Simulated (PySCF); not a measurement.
Consider C$_{3}$H$_{7}$NSSi (SMILES [H]/N=C\C=C/[S+][SiH3]) (charge +1, doublet).

```xyz
13

N    -3.2028   -1.0599    0.6403
C    -2.0234   -0.6781    0.5488
C    -1.3545   -0.0631   -0.5815
C    -0.0912    0.4021   -0.4910
S     0.8386    0.4426    0.9528
Si    2.9788    0.4896    0.1900
H    -3.8713   -1.1373   -0.1149
H    -1.4061   -0.7281    1.4523
H    -1.9163    0.0542   -1.4981
H     0.3931    0.7854   -1.3798
H     3.1042   -0.8412   -0.3891
H     2.8829    1.5696   -0.7858
H     3.6636    0.7649    1.4384
```

Geometry: GFN2-xTB.

Level of theory: PySCF, UKS B3LYP, pcH-1 on C H N S Si, non-relativistic, mean-field spin-orbit, GIAO.

### Predict the electron density, electron localisation function and spin density between the atoms.

C–N (1.24 Å): ρ is about 2.9 e/Å³ halfway; the ELF peaks at about 0.90 between the atoms; a multiple bond.
C–C (1.35 Å): the density is about 2.3 e/Å³ at the midpoint; the ELF peaks at about 0.95 between the atoms; localised, covalent bonding.
C–S (1.72 Å): ρ at the midpoint is about 1.4 e/Å³; the ELF peaks at about 0.90 between the atoms (localised, covalent bonding).
N–H (1.01 Å): ρ at the midpoint is about 2.9 e/Å³; the ELF climbs to about 1 towards the hydrogen, as it does in any bond to H: a covalent bond by its length.
The unpaired spin (1 electron) lies mostly on S5 (about 0.4), N1 (about 0.3) and C3 (about 0.2), in electrons by Hirshfeld's partition.

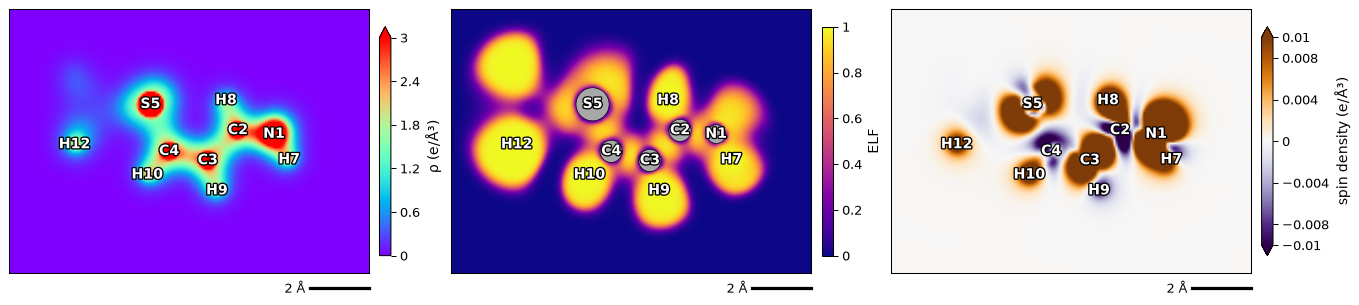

Computed electron density, electron localisation function and spin density on the plane of atoms C3, C4 and S5, in this order. Grey discs cover the atomic cores in the ELF map. 
